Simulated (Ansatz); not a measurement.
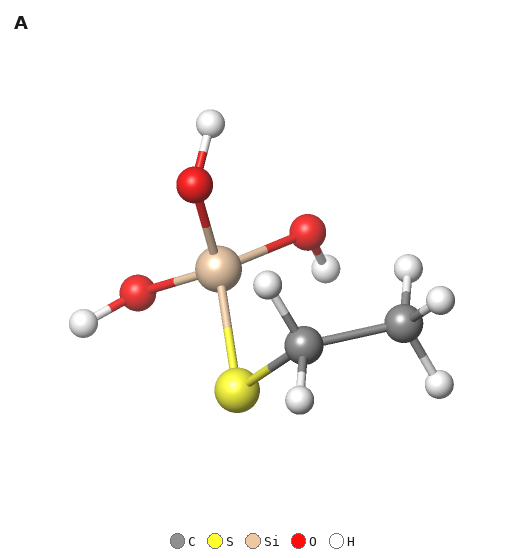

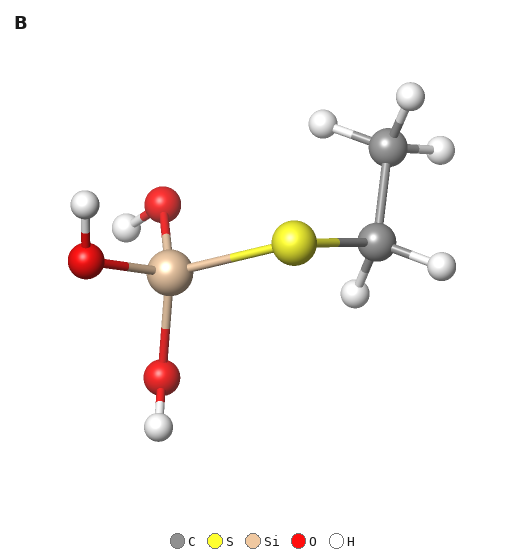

2 stationary structures of one formula. Geometries: PBE0-D4/def2-TZVP. Electronic energies: CCSD(T)/CBS (MP2 limit from def2-TZVPP and def2-QZVPP plus CCSD(T) − MP2) (Ansatz 0.2.0), without zero-point energy. No frequency run is at hand to confirm each as a minimum.

Question: Are they conformers, stereoisomers or constitutional isomers?

Answer: They are conformers of C2H8O3SSi: `CCS[Si](O)(O)O`.

Question: Which structure is the most stable?

Answer: A is lowest; B lies 1.1 kJ/mol above it.

Give E(B) − E(A) in kJ/mol at these levels too: PBE-D4/def2-TZVPP; PBE0-D4/def2-TZVP; PBE0-D4/def2-TZVPP; RHF-MP2 (frozen core)/def2-QZVPP; RHF-CCSD(T) (frozen core)/def2-TZVPP; B2PLYP (frozen core)/def2-TZVPP; r2SCAN-D4/def2-TZVPP; CCSD(T)/CBS (MP2 limit from def2-TZVPP and def2-QZVPP plus CCSD(T) − MP2).

```json
{"level": "PBE-D4/def2-TZVPP", "E(B) − E(A) (kJ/mol)": "+1.3"}
{"level": "PBE0-D4/def2-TZVP", "E(B) − E(A) (kJ/mol)": "+1.4"}
{"level": "PBE0-D4/def2-TZVPP", "E(B) − E(A) (kJ/mol)": "+1.4"}
{"level": "RHF-MP2 (frozen core)/def2-QZVPP", "E(B) − E(A) (kJ/mol)": "+1.1"}
{"level": "RHF-CCSD(T) (frozen core)/def2-TZVPP", "E(B) − E(A) (kJ/mol)": "+1.0"}
{"level": "B2PLYP (frozen core)/def2-TZVPP", "E(B) − E(A) (kJ/mol)": "+0.8"}
{"level": "r2SCAN-D4/def2-TZVPP", "E(B) − E(A) (kJ/mol)": "+1.3"}
{"level": "CCSD(T)/CBS (MP2 limit from def2-TZVPP and def2-QZVPP plus CCSD(T) − MP2)", "E(B) − E(A) (kJ/mol)": "+1.1"}
```
